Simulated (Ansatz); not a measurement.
# How thick a slab does the work function of Sr need?

Slabs of Sr from 1 to 13 layers are run on 3 faces. From which thickness on does the work function stay within 0.05 eV of the thickest slab's, and does that depend on the face?

**Method.** Ansatz 0.2.0, plane waves with PAW datasets (its set soft_2), PBE; symmetric slabs at bulk places and the tabulated experimental lattice constant, 18 Å of vacuum, one k-mesh a face (spacing 0.16 Å⁻¹, 2π included), Fermi-Dirac smearing of 0.1 eV.

Results:

| layers | Sr(100) (eV) | Sr(110) (eV) | Sr(111) (eV) |
| --- | --- | --- | --- |
| 1 | 2.510 | 2.464 | 2.600 |
| 2 | 2.507 | 2.613 | 2.668 |
| 3 | 2.550 | 2.587 | 2.702 |
| 4 | 2.554 | 2.562 | 2.707 |
| 5 | 2.555 | 2.604 | 2.708 |
| 6 | 2.553 | 2.595 | 2.708 |
| 7 | 2.551 | 2.586 | 2.708 |
| 8 | 2.549 | 2.596 | 2.708 |
| 10 | 2.550 | 2.592 | 2.707 |
| 13 | 2.550 | 2.593 | 2.707 |

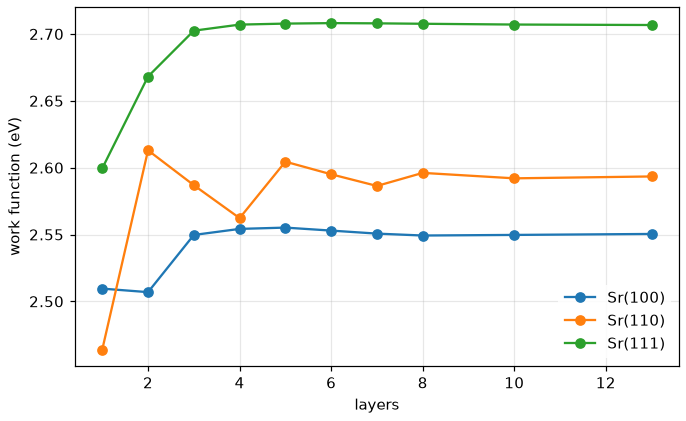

Work function against thickness.

**Reading.** Within 0.05 eV of the 13-layer value: Sr(100) from 1 layer on, Sr(110) from 2 layers on and Sr(111) from 2 layers on. In length between the outer atoms these thicknesses are 0.0 Å, 2.1 Å and 3.5 Å. From four layers on the values span 0.001 to 0.042 eV, most on Sr(110). Thirteen layers cost about 7 to 11 times the CPU time of four.

**Limits.** The 13-layer slab is the reference and is itself not proved converged. Thicknesses missing from the table have no sound run at this vacuum, and where values alternate they could fall outside the band. The smearing damps swings with thickness. The slabs are unrelaxed and unreconstructed, and the CPU ratio is rough.
